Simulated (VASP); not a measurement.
Band structure of TcN (space group P6_3/mmc). Level of theory: PBEsol GGA, VASP's PBE PAW potentials (set 64) (plane waves; VASP).

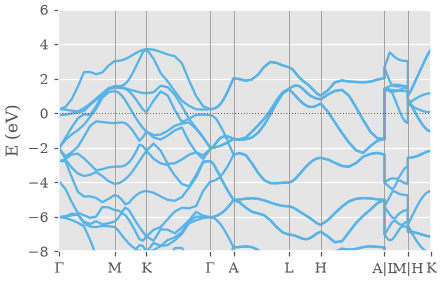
Figure. Bands along high-symmetry lines, zero at the valence-band maximum or, without a gap, the Fermi level

Read the plot: is there a gap, and where are the band edges?

It has no gap at this level: it comes out as a metal or semimetal. (Edges off the drawn lines would not show.)

The structure comes from a computed database's TcN entry (P6_3/mmc); how it stands against other phases isn't given here. It was relaxed first.
